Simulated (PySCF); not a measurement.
The calculation's input:

```
{"job": {"kind": "uv", "xc": "PBE0", "basis": "def2-SVPD", "nstates": 8, "ntriplets": 3}, "charge": -1, "multiplicity": 1}
C     -1.406047    -0.270657    -0.673250
S     -0.483029     1.223530    -0.136770
O     -1.361461     1.895371     0.847612
C      0.804188     0.316178     0.807448
C      0.371706    -0.764627     1.564404
N      0.025226    -1.695151     2.154929
S      2.056812    -0.135360    -0.736160
O      1.315804    -1.175165    -1.476189
O      2.004777     1.181919    -1.399520
H     -1.812368    -0.776414     0.195829
H     -0.696230    -0.902026    -1.201278
H     -2.203322     0.054356    -1.334758
H      1.379555     1.048532     1.369976
```

Command:

```sh
OMP_NUM_THREADS=1 python probes_run.py task.json out
```

Geometry: GFN2-xTB.

Computed with PBE0/def2-SVPD, SCF density, gas phase (PySCF 2.14.0).

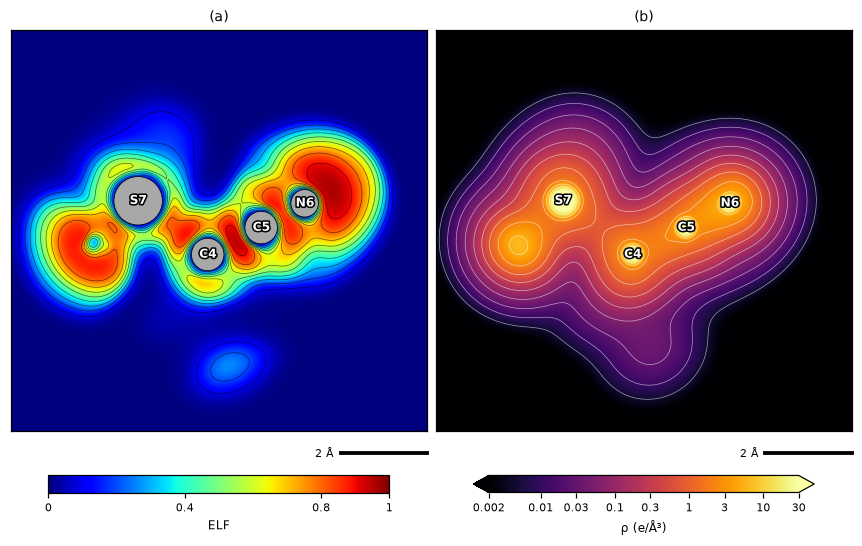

C3H4NO3S2 (charge −1). (a) ELF; (b) electron density on the plane of atoms C5, C4 and S7. Grey discs cover the atomic cores in the ELF map.

**What do the fields say about this system?**

The section cuts through C, N and S sites. C–N (1.16 Å): ρ at the midpoint is about 3.5 e/Å³; the ELF peaks at about 0.85 between the atoms (a short, multiple covalent bond). C–C (1.39 Å): ρ is about 2 e/Å³ halfway; the ELF peaks at about 0.95 between the atoms (localised, covalent bonding). C–S (2.04 Å): ρ at the midpoint is about 0.83 e/Å³; the ELF peaks at about 0.90 between the atoms: a covalent bond. The ELF also peaks beside O9 and N6, away from the bonds: lone-pair regions.
